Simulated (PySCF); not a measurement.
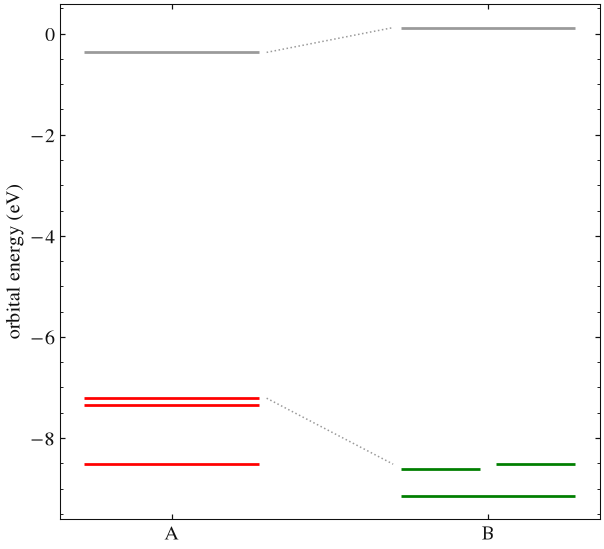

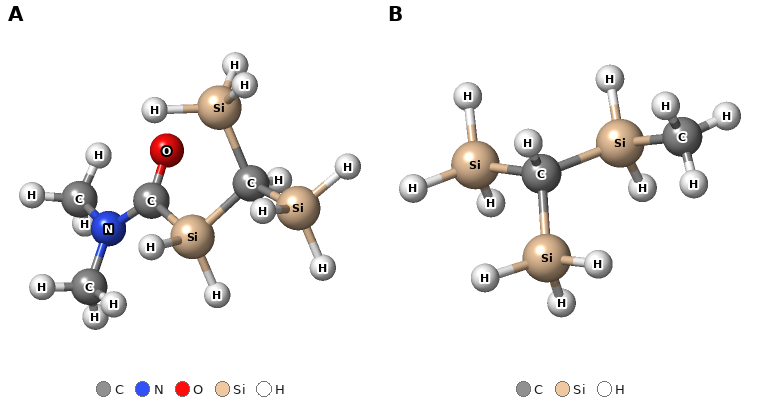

Related molecules: A is C₄H₁₅NOSi₃, SMILES CN(C)C(=O)[SiH2]C([SiH3])[SiH3]; B is C₂H₁₂Si₃, SMILES C[SiH2]C([SiH3])[SiH3]. Frontier orbital energies, PBE0/def2-SVPD, PySCF, at a PBE0-D3(BJ)/def2-SVP geometry (no frequency check); drawn are at most three filled levels and, in grey, the LUMO with any level within 0.03 eV of it; dotted lines join the HOMOs and the LUMOs.

**What does the change do to the frontier levels?**

From A to B the HOMO falls by 1.31 eV and the LUMO rises by 0.49 eV, so the separation goes from 6.84 to 8.64 eV.

**Does the ΔSCF ionisation energy follow the HOMO?**

A: −ε(HOMO) 7.21, ΔSCF 8.87 eV; B: −ε(HOMO) 8.52, ΔSCF 10.18 eV.

Limits of at least one run: empty levels above zero depend strongly on the basis; one conformer of a flexible molecule.
